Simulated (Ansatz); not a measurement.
# Lattice dynamics of HfPbSO2 (built on the sites of a database entry of HfPbO3)

The cell of HfPbSO2 (built on the sites of a database entry of HfPbO3) is at rest. What are its phonons? After the zone centre comes a 2×4×4 q mesh on a 6×8×8 k mesh.

Main program and level: Ansatz 0.2.0; DFT PBEsol, scalar-relativistic, plane waves, PAW.

The structure was built from a prototype and need not be the compound's stable phase.

**1. The starting structure**

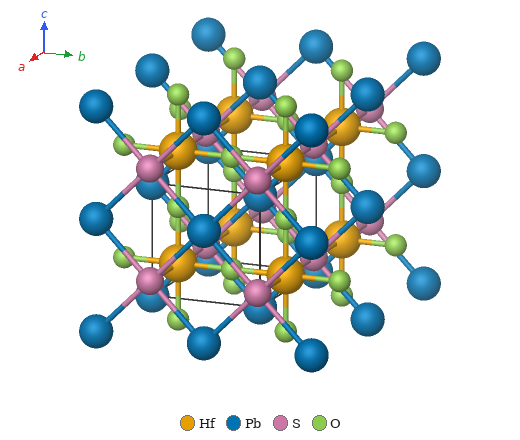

Start, viewed slightly off an axis; hafnium orange, lead blue, sulfur pink, oxygen green. 2×2×2 cells are drawn. Some periodic images of atoms are drawn too.

**2. Zone-centre response**

The cell comes from relaxations at this level that are not shown. The zone centre comes first: it holds the modes that light can see, as far as symmetry allows. The response to a homogeneous field gives the Born charges and the dielectric tensor.

File input.yaml:

```yaml
crystal:
  lattice:
    - [5.112178275, 0.0, 0.0]
    - [0.0, 4.0961772096, 0.0]
    - [0.0, 0.0, 4.0961772096]
  atoms:
    - { symbol: Hf, position: [0.5, 0.5, 0.5] }
    - { symbol: Pb, position: [0.0, 0.0, 0.0] }
    - { symbol: S, position: [0.0, 0.5, 0.5] }
    - { symbol: O, position: [0.5, 0.0, 0.5] }
    - { symbol: O, position: [0.5, 0.5, 0.0] }
kpoints:
  mp_grid: { grid: [6, 8, 8] }
hamiltonian:
  xc: pbesol
scf:
  occupations: { method: fixed }
output:
  eigenvalues: true
phonons:
  method: dfpt
  dielectric: true
  rigid_motions: translations
```

The run is started by

```bash
> ansatz run input.yaml --threads 8 --pin off --max-ram 14336MiB --backend cpu --events-out ev --progress --plain --runs-dir out
```

Numbers of over 12 decimals in the logs are rounded to 6 here.

The program printed:

```text
Engine: ansatz 0.2.0, x86_64-unknown-linux-gnu
Pseudopotentials: kind: paw
Pseudopotential: Hf, paw, valence charge 26, recommended cutoff 420 eV (normal), Hf.paw.azcp
Pseudopotential: Pb, paw, valence charge 14, recommended cutoff 420 eV (normal), Pb.paw.azcp
Pseudopotential: S, paw, valence charge 6, recommended cutoff 420 eV (normal), S.paw.azcp
Pseudopotential: O, paw, valence charge 6, recommended cutoff 420 eV (normal), O.paw.azcp
Functional definition: PBEsol
  exchange = pbesol_x
  correlation = pbesol_c
Crystal: 5 atoms, lattice volume = 85.776 Å³
Basis set: ecut = 420 eV, 1673 PW (Γ), exchange–correlation on 72×60×60 points (8 copies of the dense FFT grid, shifted against one another)
Bands: 35, of which v1, the nominal top of the filled ones, is band 29 counted from 1 (28 counted from 0)
Symmetry: 16 space group operations
k-points: 196 of 384 (irreducible under 1 space group operation, time reversal used)
Non-local potential: Hf, projectors of the file, l = 0: 3, l = 1: 2, l = 2: 2, l = 3: 3
Non-local potential: Pb, projectors of the file, l = 0: 2, l = 1: 2, l = 2: 2, l = 3: 2
Non-local potential: S, projectors of the file, l = 0: 2, l = 1: 2, l = 2: 2
Non-local potential: O, projectors of the file, l = 0: 2, l = 1: 2, l = 2: 1
PAW form: soft (Blöchl's): semilocal exchange-correlation on the pseudo side does not see the compensation charge
PAW frozen core: Hf, regenerated for the run's functional, and the local potential with it (the file was generated under x = pbe(κ = 0.804, μ = 0.219515), c = pbe(β = 0.066725))
PAW frozen core: Pb, regenerated for the run's functional, and the local potential with it (the file was generated under x = pbe(κ = 0.804, μ = 0.219515), c = pbe(β = 0.066725))
PAW frozen core: S, regenerated for the run's functional, and the local potential with it (the file was generated under x = pbe(κ = 0.804, μ = 0.219515), c = pbe(β = 0.066725))
PAW frozen core: O, regenerated for the run's functional, and the local potential with it (the file was generated under x = pbe(κ = 0.804, μ = 0.219515), c = pbe(β = 0.066725))
PAW one-centre angular grid: Hf, 590 points (default); XC on 64 Gauss nodes
PAW one-centre angular grid: Pb, 590 points (default); XC on 64 Gauss nodes
PAW one-centre angular grid: S, 110 points (default); XC on 64 Gauss nodes
PAW one-centre angular grid: O, 110 points (default); XC on 64 Gauss nodes
Initial density: superposition of atomic densities (neutral atoms: chi_scale 0, normalization atom), corrected by the library's trained network
Initial wavefunctions: pseudopotential atomic-orbital guess
Functional: x = pbesol(κ = 0.804, μ = 0.123457), c = pbesol(β = 0.046)
SCF iter   1: F=—  HF=-29364.465976 eV  |F-HF|=—  |Δ(HF+E_count)|=         —  Δρ=1.18e-2  dr2=1.20e-1  ethr=1.77e-3  ⟨swp⟩=4.9  Hψ=23070  notcnv=0  defer=712
preconditioner: auto → Resta (q_TF=auto, 2.556 Å⁻¹)  ε∞=4.6  [insulator: Δε(μ)=1.240 eV  Ē_g=15.715 eV  n_scr=28 (ndim 8)  ℏωp=30.0 eV  f_vac=0.013  ε∞_Penn≈4.6]
SCF iter   2: F=—  HF=-29364.438392 eV  |F-HF|=—  |Δ(HF+E_count)|=   2.76e-2  Δρ=3.50e-3  dr2=1.75e-2  ethr=2.06e-4  ⟨swp⟩=2.0  Hψ=11940  notcnv=0  defer=773
SCF iter   3: F=—  HF=-29364.434635 eV  |F-HF|=—  |Δ(HF+E_count)|=   3.76e-3  Δρ=1.64e-3  dr2=4.25e-3  ethr=3.02e-5  ⟨swp⟩=2.0  Hψ=8647  notcnv=0  defer=777
SCF iter   4: F=—  HF=-29364.433527 eV  |F-HF|=—  |Δ(HF+E_count)|=   1.11e-3  Δρ=7.67e-4  dr2=1.15e-3  ethr=7.32e-6  ⟨swp⟩=2.2  Hψ=9344  notcnv=0  defer=781
SCF iter   5: F=—  HF=-29364.433126 eV  |F-HF|=—  |Δ(HF+E_count)|=   4.01e-4  Δρ=2.35e-4  dr2=1.44e-4  ethr=1.99e-6  ⟨swp⟩=2.0  Hψ=10182  notcnv=0  defer=771
SCF iter   6: F=—  HF=-29364.433054 eV  |F-HF|=—  |Δ(HF+E_count)|=   7.16e-5  Δρ=9.14e-5  dr2=1.26e-5  ethr=2.48e-7  ⟨swp⟩=2.1  Hψ=11954  notcnv=0  defer=540
SCF iter   7: F=—  HF=-29364.433055 eV  |F-HF|=—  |Δ(HF+E_count)|=   8.82e-7  Δρ=2.23e-5  dr2=7.76e-7  ethr=2.18e-8  ⟨swp⟩=2.0  Hψ=10817  notcnv=0  defer=337
SCF iter   8: F=—  HF=-29364.433055 eV  |F-HF|=—  |Δ(HF+E_count)|=   1.85e-7  Δρ=5.01e-6  dr2=2.69e-8  ethr=1.34e-9  ⟨swp⟩=2.0  Hψ=10240  notcnv=0  defer=335
SCF iter   9: F=—  HF=-29364.433056 eV  |F-HF|=—  |Δ(HF+E_count)|=   3.12e-8  Δρ=1.23e-6  dr2=1.20e-9  ethr=4.65e-11  ⟨swp⟩=2.0  Hψ=12156  notcnv=0  defer=335
SCF iter  10: F=—  HF=-29364.433056 eV  |F-HF|=—  |Δ(HF+E_count)|=  7.57e-10  Δρ=2.79e-7  dr2=4.40e-11  ethr=1.00e-12  ⟨swp⟩=10.9  Hψ=47356  notcnv=0
SCF iter  11: F=-29364.433056 eV  HF=-29364.433056 eV  |F-HF|=7.28e-12  |Δ(HF+E_count)|=  7.28e-12  Δρ=7.88e-8  dr2=4.18e-12  ethr=1.00e-12  ⟨swp⟩=5.7  Hψ=30669  notcnv=0
SCF 1 converged in 11 iterations: F = -29364.433056 eV  dr2 = 4.18e-12
  greatest PAW one-centre occupation: 0.999 electrons in one spin orbital (limit 2), on the Hf atom at site 0 (counted from 0), in its partial waves of l = 3
DFPT response loops at Γ: preconditioner auto → Resta (q_TF=auto, 2.556 Å⁻¹)  ε∞=6.7 (no band partly filled); β = 1.00, the filter's whole step (`scf.mixing.beta` (0.50) is not read by the response loops at its default; to damp them type it under 1.00, their step now; it binds the ground state too); Broyden in place of MSR1
── the response to a field inside a basis, on 8×10×10 k-points: an SCF that follows is theirs, and a resumed run solves both again ──
Bands: 30, of which v1, the nominal top of the filled ones, is band 29 counted from 1 (28 counted from 0)
k-points: 60
Initial density: handed on by an earlier stage of this run
Initial wavefunctions: pseudopotential atomic-orbital guess (no wavefunctions were taken with the density)
Eigensolver: Dense (60 Hₖ)
SCF iter   1: F=—  HF=-29364.416678 eV  |F-HF|=—  |Δ(HF+E_count)|=         —  Δρ=3.46e-4  dr2=1.98e-5  ethr=1.00e-1
preconditioner: auto → Resta (q_TF=auto, 2.556 Å⁻¹)  ε∞=5.6  [insulator: Δε(μ)=1.663 eV  Ē_g=13.983 eV  n_scr=28 (ndim 8)  ℏωp=30.0 eV  f_vac=0.010  ε∞_Penn≈5.6]
SCF iter   2: F=—  HF=-29364.416676 eV  |F-HF|=—  |Δ(HF+E_count)|=   2.26e-6  Δρ=1.66e-4  dr2=1.08e-5  ethr=3.42e-8
SCF iter   3: F=—  HF=-29364.416676 eV  |F-HF|=—  |Δ(HF+E_count)|=   3.17e-7  Δρ=8.58e-5  dr2=1.20e-6  ethr=1.87e-8
SCF iter   4: F=-29364.416676 eV  HF=-29364.416676 eV  |F-HF|=4.39e-9  |Δ(HF+E_count)|=   1.23e-7  Δρ=4.57e-6  dr2=1.46e-8  ethr=2.07e-9
SCF 1 converged in 4 iterations: F = -29364.416676 eV  dr2 = 1.46e-8
DFPT response loops at Γ: preconditioner auto → Resta (q_TF=auto, 2.556 Å⁻¹)  ε∞=6.0 (no band partly filled); β = 1.00, the filter's whole step (`scf.mixing.beta` (0.50) is not read by the response loops at its default; to damp them type it under 1.00, their step now; it binds the ground state too); Broyden in place of MSR1
WARN: field response: ε∞ stands inside a basis, on 8×10×10 points; the force constants stand on the 6×8×8 k-mesh, whose period is 10.24 times the interband length at k = (0.0000, 0.0000, -0.5000), direct gap 1.381 eV, under 14: take them and everything formed from them as unconverged, and compare with a denser kpoints.mp_grid
SCF converged after 11 iterations
Free energy (F): -29364.433056 eV
Harris-Foulkes:  -29364.433056 eV  (|F-HF|=7.28e-12)
Internal energy: -29364.433056 eV  (E = F + TS)
E sigma→0 (E₀):  -29364.433056 eV
Fermi energy:    10.665774 eV
--- Per-component energies (eV) ---
  E_band       = -150.014465
  E_kinetic    = 1162.935712
  E_local      = -8730.938529  (includes V_loc(G=0)·N_el)
  E_nonlocal   = -759.569225
  E_hartree    = 3918.180496
  E_xc         = -758.870202
  E_vxc        = -673.195908  (∫ρ·V_xc dr)
  E_paw        = -17948.407548  (= ΣΔE_a)
  E_vpaw       = 1014.387617  (= ΣTr[D̂ρ^β])
  E_aug_tail   = 0.004916  (compensation charges beyond the density's cutoff)
  E_ewald      = -6249.214409
  E_core_change = 1.445733  (= ΣΔE_core)
  E_smearing   = -0.000000  (= −TS)
  E_closure    = 0.000000  (closes the sum)
  Σ components = -29364.433056   (vs F -29364.433056, Δ=0.00e0)
--- Band table (eV; the first three rows and the last of 196) ---
  k-point 0: bands = [... 25 lower, 9.1767, 9.8798, 9.9152, 9.9152, 13.0211, 13.0211, 14.2504, 14.3141, ... 2 higher]
  k-point 1: bands = [... 25 lower, 9.0699, 9.5889, 9.7760, 9.7772, 13.0376, 13.3616, 14.2558, 14.6217, ... 2 higher]
  k-point 2: bands = [... 25 lower, 9.0655, 9.2669, 9.6099, 9.7097, 13.0784, 13.6851, 13.9847, 14.5438, ... 2 higher]
  k-point 195: bands = [... 25 lower, 6.6770, 9.2306, 9.2306, 10.5232, 14.3209, 16.2825, 16.2825, 16.7162, ... 2 higher]
--- Phonons (Γ-DFPT): 9 representative perturbations + reference, on 196 of 384 k-points (Σ response iterations 30) ---
  k mesh reduced under 1 symmetry operation, with k and −k counted as one. Each operation leaves every solved perturbation unchanged. A smaller set is not considered because the run solves the response to a homogeneous field
  ASR residual: 9.061e-5 → 0.000e0 eV/Å²; symmetrization residual: 1.481e-5 eV/Å²
  ASR residual per site (eV/Å²): 3.77e-5 3.11e-5 2.31e-5 9.06e-5 9.06e-5
  Γ frequencies (cm⁻¹): -170.24 -121.01 -10.72 -10.72 0.00 0.00 0.00 118.17 118.17 127.01 166.52 166.52 342.49 489.61 489.61
  ε∞ (high-frequency dielectric tensor):
        7.059766     0.000000     0.000000
        0.000000    10.885224     0.000000
        0.000000     0.000000    10.885224
  softest optical mode at Γ: -170.24 cm⁻¹; the repairs (sum rule, projections) moved no ω² at Γ by more than (2.31 cm⁻¹)²
  Born effective charges Z* (e; rows j = field, columns β = displacement):
    site 0:
         5.06267    0.00000    0.00000
         0.00000    6.47738    0.00000
         0.00000    0.00000    6.47738
    site 1:
         2.90552   -0.00000    0.00000
        -0.00000    5.13537    0.00000
         0.00000    0.00000    5.13537
    site 2:
        -3.25548   -0.00000    0.00000
         0.00000   -3.94946    0.00000
         0.00000    0.00000   -3.94946
    site 3:
        -2.35635    0.00000    0.00000
         0.00000   -5.91577    0.00000
         0.00000    0.00000   -1.74752
    site 4:
        -2.35635   -0.00000    0.00000
        -0.00000   -1.74752    0.00000
         0.00000    0.00000   -5.91577
  Z* charge neutrality: 4.456e-3 e pre-enforcement
  solved inside a basis spanned on kpoints, on 8×10×10 k-points transformed towards the longest dipole: ε∞ is read to err by 4.0e-2, Z* by 4.0e-2 e (field_mesh: kpoints solves on kpoints); Z* is corrected for what the basis lacks
  optical modes at Γ without the LO–TO term, one row a degenerate level:
      ω (cm⁻¹)  modes    IR ((D/Å)²/amu)
       -170.24      1             0.0000
       -121.01      1            13.8828
        -10.72      2             9.2316
        118.17      2            64.8449
        127.01      1            11.6749
        166.52      2             1.8199
        342.49      1             2.3351
        489.61      2            73.0099
  optical modes at Γ + LO–TO along q̂ = [1.0000, 0.0000, 0.0000]:
      ω (cm⁻¹)  modes    IR ((D/Å)²/amu)
       -170.24      1             0.0000
        -26.74      1             0.7143
        -10.72      2             9.2316
        118.17      2            64.8449
        166.52      2             1.8199
        277.90      1            12.9465
        374.86      1            14.2320
        489.61      2            73.0099
  optical modes at Γ + LO–TO along q̂ = [0.0000, 1.0000, 0.0000]:
      ω (cm⁻¹)  modes    IR ((D/Å)²/amu)
       -170.24      1             0.0000
       -121.01      1            13.8828
        -10.72      1             4.6158
         36.49      1             0.0794
        118.17      1            32.4225
        127.01      1            11.6749
[...]
optical modes at Γ + LO–TO along q̂ = [0.0000, 0.0000, 1.0000]:
      ω (cm⁻¹)  modes    IR ((D/Å)²/amu)
       -170.24      1             0.0000
       -121.01      1            13.8828
        -10.72      1             4.6158
         36.49      1             0.0794
        118.17      1            32.4225
        127.01      1            11.6749
        165.15      1             0.0420
        166.52      1             0.9100
        266.50      1            15.1615
        342.49      1             2.3351
        489.61      1            36.5049
        593.08      1            59.1702
```

The job ended after 44 s (8 threads of AMD EPYC 9R45, shared host; peak memory 2.7 GiB; 5.1 min of CPU time).

The column dr2 measures how far the density is from self-consistency, as an energy; F and HF (Harris–Foulkes) agree once it is small.

This step gave:

```
gap on the k-mesh                                       : 1.335 eV
volume per atom                                         : 17.16 Å³
sum-rule residual before enforcement                    : 9.06e-5 eV/Å²
miss of the charge sum rule                             : 0.004456 e
estimated error of the dielectric tensor                : 0.04046
estimated error of the Born charges                     : 0.03976 e
point group                                             : 4/mmm
highest optical mode at the zone centre (no LO-TO term) : 489.6 cm⁻¹
lowest optical zone-centre mode                         : -170.2 cm⁻¹
mean high-frequency dielectric constant                 : 9.610
largest Born charge (third of the trace)                : 6.006 e
top of the zone-centre spectrum with the field          : 593.1 cm⁻¹
```

Without the LO-TO term. Patterns of degenerate modes are one choice out of their space. Modes at Γ, with each element's share of the kinetic energy (negative means imaginary):

```csv
mode,frequency (cm⁻¹),symmetry,Hf %,Pb %,S %,O %
1,-170.2,B2u,0,0,0,100
2,-121.0,A2u,6,38,9,47
3,-10.7,Eu,32,47,0,21
4,-10.7,Eu,32,47,0,21
5,0.0,acoustic,40,46,7,7
6,0.0,acoustic,40,46,7,7
7,0.0,acoustic,40,46,7,7
8,118.2,Eu,18,1,61,20
9,118.2,Eu,18,1,61,20
10,127.0,A2u,50,16,0,34
11,166.5,Eu,9,6,31,54
12,166.5,Eu,9,6,31,54
13,342.5,A2u,5,0,83,12
14,489.6,Eu,2,0,1,97
15,489.6,Eu,2,0,1,97
```

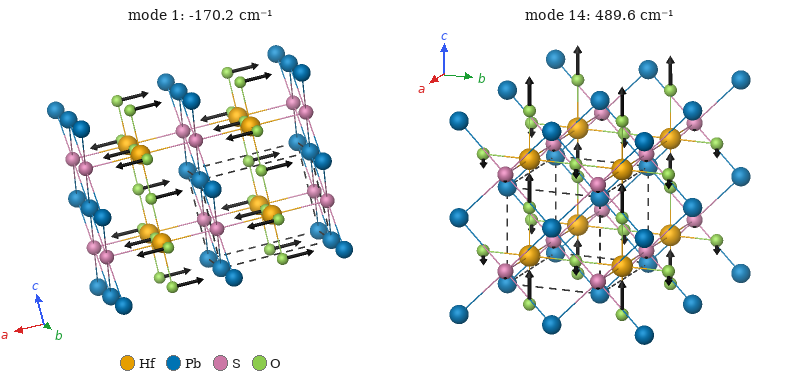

Displacement patterns of modes 1 and 14 at Γ; arrows are exaggerated. 2×2×2 cells are drawn. Some periodic images of atoms are drawn too.

Optical modes at the zone centre, without and with the macroscopic field of the longitudinal modes; each column is sorted by frequency, so a row need not hold one and the same mode. Modes with and without the field, by row:

```
rank among optical modes  no field (cm⁻¹)  q along (1, 0, 0) (cm⁻¹)  q along (0, 1, 0) (cm⁻¹)
                       1           -170.2                    -170.2                    -170.2
                       2             -121                     -26.7                      -121
                       3            -10.7                     -10.7                     -10.7
                       4            -10.7                     -10.7                      36.5
                       5            118.2                     118.2                     118.2
                       6            118.2                     118.2                       127
                       7              127                     166.5                     165.2
                       8            166.5                     166.5                     166.5
                       9            166.5                     277.9                     266.5
                      10            342.5                     374.9                     342.5
                      11            489.6                     489.6                     489.6
                      12            489.6                     489.6                     593.1
```

Born charge (rows field, columns displacement) (e), principal values of the symmetric part by kind of site:

```csv
atom,atoms with these values,low,middle,high,mean
Hf1,1,5.06,6.48,6.48,6.01
Pb2,1,2.91,5.14,5.14,4.39
S3,1,-3.95,-3.95,-3.26,-3.72
O4,2,-5.92,-2.36,-1.75,-3.34
```

In full for Pb2:

```
2.91 0.00 0.00
0.00 5.14 0.00
0.00 0.00 5.14
```

High-frequency dielectric tensor:

```
 7.06  0.00  0.00
 0.00 10.89  0.00
 0.00  0.00 10.89
```

Transverse modes; imaginary modes are left out. Lines of the infrared spectrum (strongest = 100):

```
position (cm⁻¹)  label  relative intensity
            118     Eu                  89
            127    A2u                  16
            166     Eu                 2.5
            342    A2u                 3.2
            490     Eu                 100
```

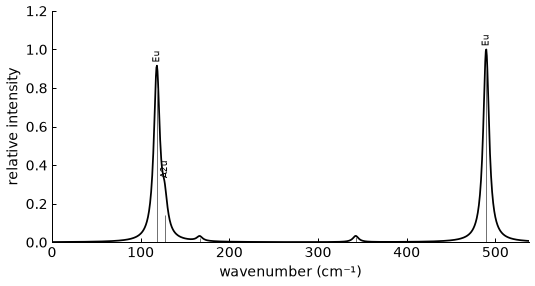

The infrared spectrum, broadened with Lorentzians of width 8 cm⁻¹; bars mark the lines.

Before it was imposed, the acoustic sum rule was missed by 9.1e-5 eV/Å² and the charge sum rule by 0.0045 e. Small misses are needed for a sound result but don't prove that mesh and cutoff are converged. The lowest optical mode is imaginary, 170.2i cm⁻¹, so the energy falls along it.

The log warns of the k mesh: “the force constants stand on the 6×8×8 k-mesh, whose period is 10.24 times the interband length at k = (0.0000, 0.0000, -0.5000), direct gap 1.381 eV, under 14: take them and everything formed from them as unconverged”.

(Continued in part 2 of 2.)

[Logs are printed without paths, hosts, clocks, repeated set-up lines and the standing remarks that a program may print on its own settings, such as how far it seeks lower states.]

[Hosts, paths, dates, database ids (printed as entryN), source tags and the programs' standing remarks are cut or masked in the printed files.]
